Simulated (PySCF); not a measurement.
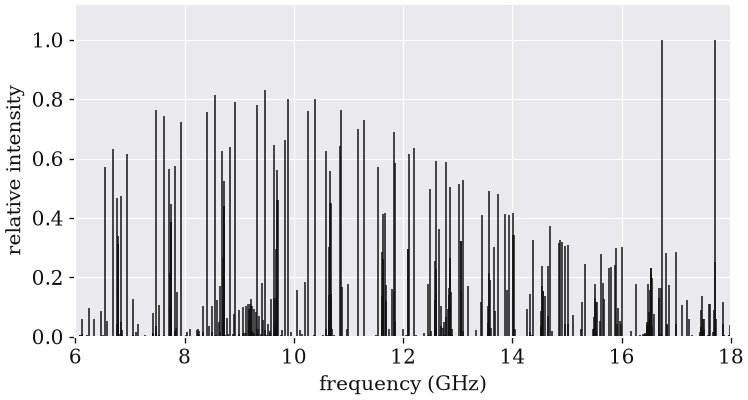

Simulated rotational absorption lines between 6 and 18 GHz at 1.5 K: rigid rotor with the equilibrium constants and dipole of one optimised conformer (PBE0-D3(BJ)/def2-SVP, PySCF 2.14.0), commonest isotopes; no centrifugal distortion, hyperfine structure, internal rotation or nuclear-spin weights; lines within 1 MHz of each other are summed.

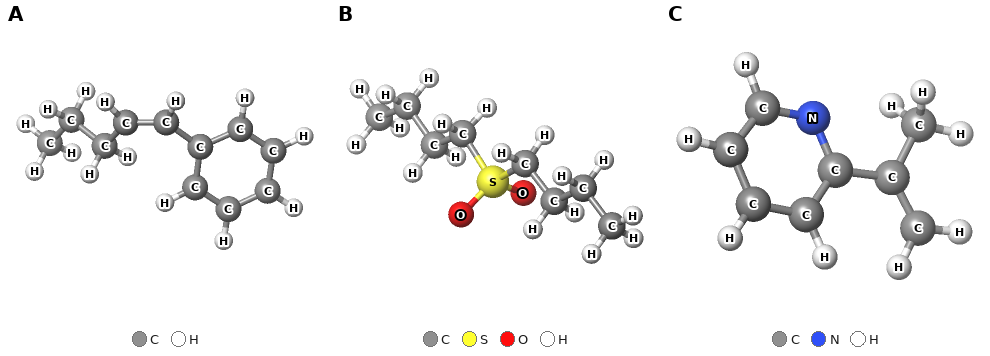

> Which molecule gives this spectrum? The candidates are drawn in the second picture.

Structure A, C₁₁H₁₄, SMILES CCC/C=C\c1ccccc1. Rotational constants A, B, C = 2.322, 0.5121, 0.4546 GHz, |μa|, |μb|, |μc| = 0.37, 0.20, 0.07 D.

Note: coarse grid, loose stop and no frequency check, small forces are noise and the end may be a saddle.
